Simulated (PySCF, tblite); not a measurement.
**Me3SiPH2 (trimethylsilylphosphine) (C₃H₁₁PSi): geometry, infrared bands and NMR shifts**

Wanted: the infrared bands and NMR shifts of Me3SiPH2 (trimethylsilylphosphine) (C₃H₁₁PSi) (`C[Si](C)(C)P`), by calculation.

The runs use tblite 0.8.0 and PySCF 2.14.0, with density-fitted response routines of our own; the level of theory stands in each step. All values are computed, except where a source is named. Atoms count from 0, in the outputs and in this text.

## (1) Starting geometry

16 atoms, charge 0, multiplicity 1; geometry from: force field or distance geometry start.

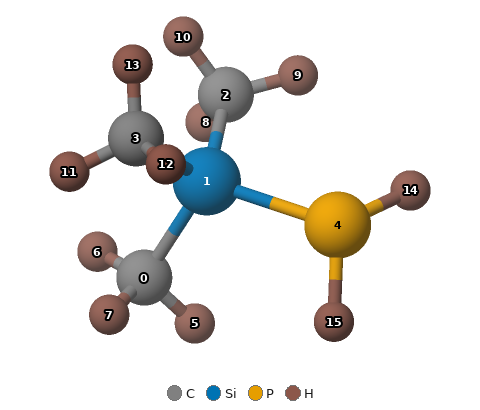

The starting geometry (carbon grey, silicon blue, phosphorus amber, hydrogen brown), atoms numbered; sticks join atoms by distance.

## (2) Relaxing the molecule with GFN2-xTB

What the job is given:

```
{"job": {"kind": "relax", "xc": "GFN2-xTB", "basis": "xTB"}, "charge": 0, "multiplicity": 1}
C     -0.688100    -1.000600     1.290600
Si     0.050200     0.003900    -0.111200
C     -0.015500     1.793800     0.331300
C      1.801100    -0.586400    -0.328400
P     -1.084400    -0.288400    -1.966900
H     -1.794900    -1.041600     1.132500
H     -0.446100    -0.517800     2.247700
H     -0.301400    -2.022200     1.247400
H     -0.614400     1.912700     1.262600
H     -0.522600     2.416600    -0.444700
H      1.022900     2.126900     0.510000
H      2.035900    -1.246600     0.536500
H      1.800300    -1.246300    -1.210700
H      2.494300     0.264100    -0.438700
H     -1.844200     0.903000    -2.313600
H     -1.900700    -1.462200    -1.755900
```

Launch:

```bash
OMP_NUM_THREADS=1 python probes_run.py task.json out
```

This one command runs all jobs of the session in turn.

**Question.** This job is followed by: GFN2-xTB harmonic vibrations, gas phase; GIAO PBE0/pcSseg-1 NMR shielding, non-relativistic, gas phase. What will the session give for the following? strongest single infrared mode (GFN2-xTB); zero-point energy (GFN2-xTB); 13C shifts against TMS (PBE0/pcSseg-1, means over atoms taken as alike); 1H shifts against TMS (PBE0/pcSseg-1, means over atoms taken as alike); 29Si shifts against TMS (PBE0/pcSseg-1); 31P shifts against H3PO4 (PBE0/pcSseg-1).

As calculated:

```
                                                               quantity                 value
                              strongest single infrared mode (GFN2-xTB)  856 cm⁻¹, 299 km/mol
                                           zero-point energy (GFN2-xTB)         80.2 kcal/mol
13C shifts against TMS (PBE0/pcSseg-1, means over atoms taken as alike)               2.6 ppm
 1H shifts against TMS (PBE0/pcSseg-1, means over atoms taken as alike)        0.88, 0.20 ppm
                                29Si shifts against TMS (PBE0/pcSseg-1)               5.7 ppm
                               31P shifts against H3PO4 (PBE0/pcSseg-1)            -282.3 ppm
```

What this shows: Relaxing lowered the energy by 1.043 eV in 133 steps; the close pair that moved most is Si1–P4, from 2.195 to 2.268 Å. No mode is imaginary among the 42: a minimum at this level. Unscaled tight-binding wavenumbers are off by several per cent, some by more. Its intensities can rank the bands wrongly. At PBE0/pcSseg-1: The widest tensor belongs to P4: span 109 ppm, with a paramagnetic part of -368 ppm.
